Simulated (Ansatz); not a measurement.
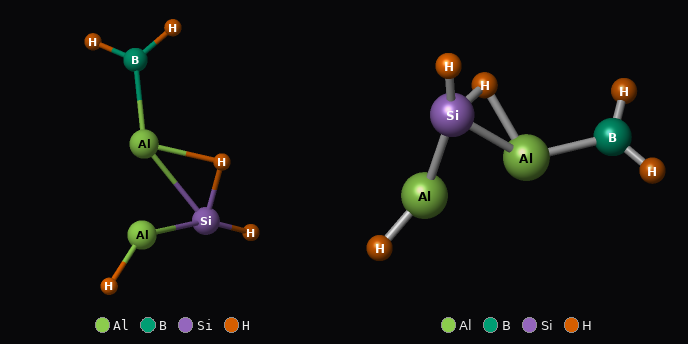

Two views of one molecule.

The geometry was computed by an optimisation with PBE0-D4/def2-TZVP. No frequency run is at hand to confirm it as a minimum.

**What is the molecular formula?**

Al₂BH₅Si, 9 atoms: 2 aluminium, 1 boron, 5 hydrogen and 1 silicon.

**How many bonds of each kind are drawn?**

2 B–H, 2 Si–H, 2 Al–Si, 2 Al–H, 1 Al–B. Sticks follow a distance rule.

**How many sets of symmetry-equivalent atoms are there?**

9: 1 Al, 1 Al, 1 B, 1 Si, 1 H, 1 H, 1 H, 1 H, 1 H.

**Give the symmetry (Schoenflies symbol).**

C1.

More results for the same structure follow; atom numbers are the same in all pictures, views and colours differ.

Geometry

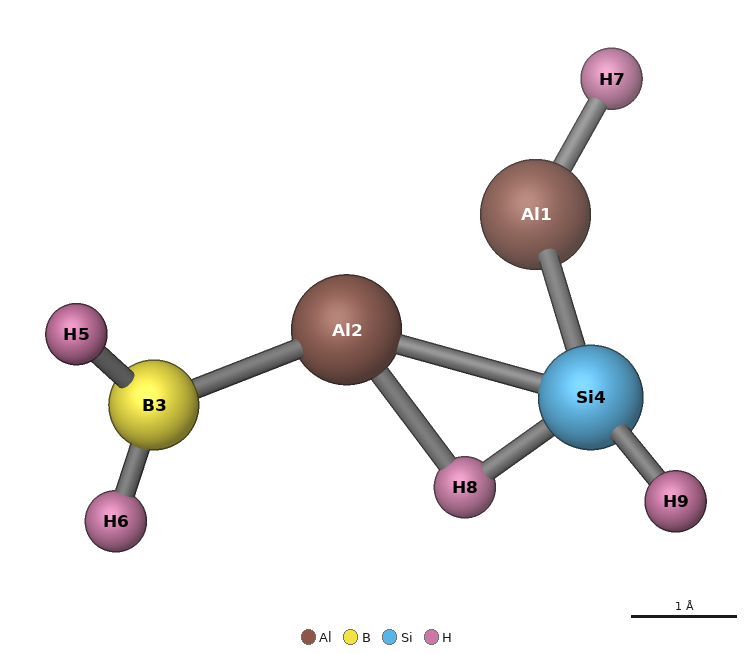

Numbered structure. No frequency run is at hand to confirm it as a minimum.

**How are the neighbours of atom 1 arranged?**

Al1 has 2 neighbours (Si4 at 2.34, H7 at 1.59 Å); the arrangement is bent.

**Describe the coordination of atom 3.**

B3 has 3 neighbours (Al2 at 2.11, H5 at 1.20, H6 at 1.20 Å); the arrangement is trigonal planar.

**Which bond is the longest?**

Al2–Si4, 2.442 Å.

**What is the dihedral angle B3–Al2–H8–Si4?**

144° in size, that is anticlinal.

Electronic properties

No frequency run is at hand to confirm it as a minimum. Method: RKS PBE0-D4/def2-TZVPP (Ansatz 0.2.0).

What does the calculation give?

- HOMO energy (Kohn–Sham orbital): −6.07 eV
- LUMO energy (Kohn–Sham orbital): −2.72 eV
- HOMO–LUMO gap: 3.35 eV
- dispersion correction: −15.9 kJ/mol

Charges

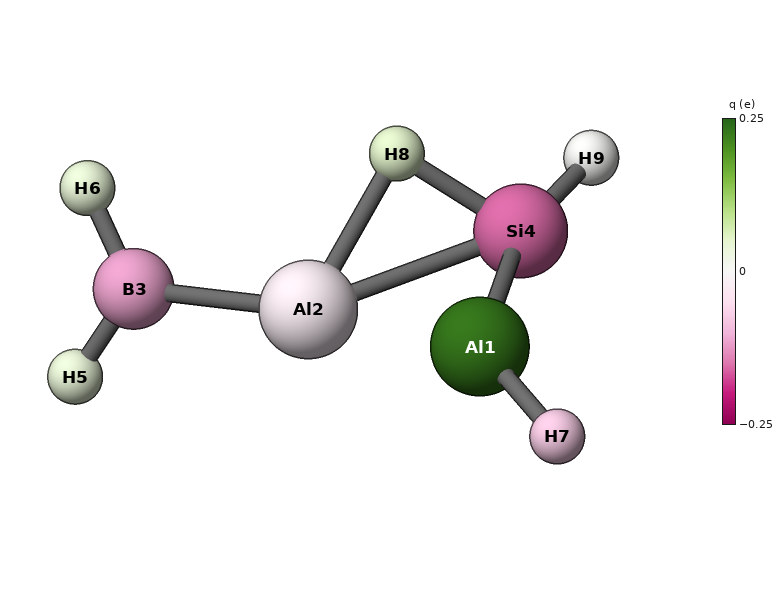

Atoms are coloured by their Mulliken charges. No frequency run is at hand to confirm it as a minimum. Method: RKS PBE0-D4/def2-TZVP (Ansatz 0.2.0).

Give the Mulliken charges atom by atom.

```
atom  value (e)
 Al1       0.23
 Al2      −0.02
  B3      −0.11
 Si4      −0.15
  H5       0.04
  H6       0.04
  H7      −0.07
  H8       0.05
  H9       0.00
```

Dipole moment

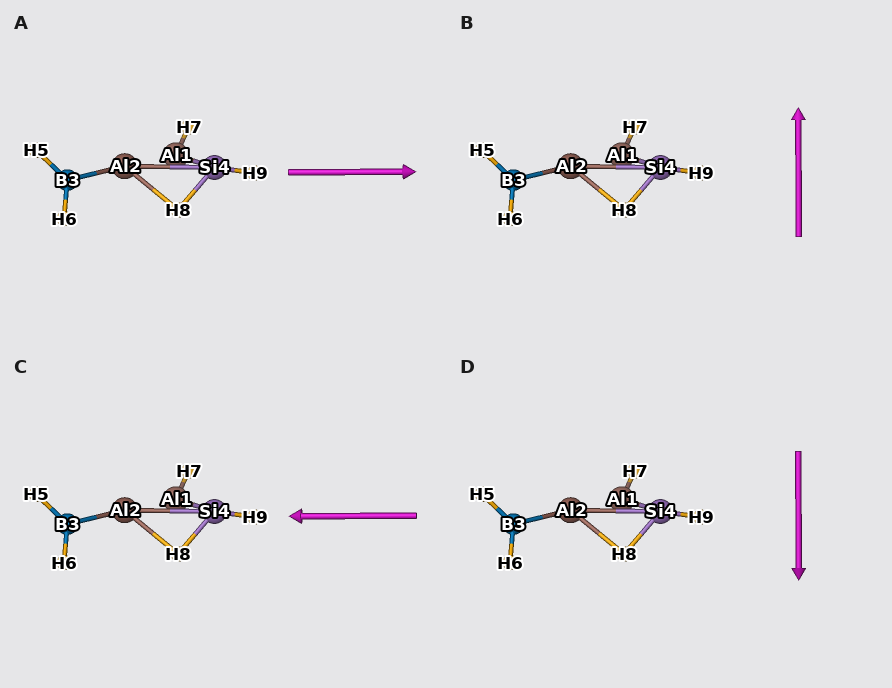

The same molecule four times, each with an arrow. No frequency run is at hand to confirm it as a minimum. Level of theory: RKS PBE0-D4/def2-TZVP (Ansatz 0.2.0).

**Which arrow points along the dipole moment, from the negative to the positive end?**

C. The dipole moment is 0.40 D; it points from the side of H9 to the side of H5 (the outermost atoms at the two ends).

Mulliken values depend strongly on the basis set and can even reverse the polarity of a bond.
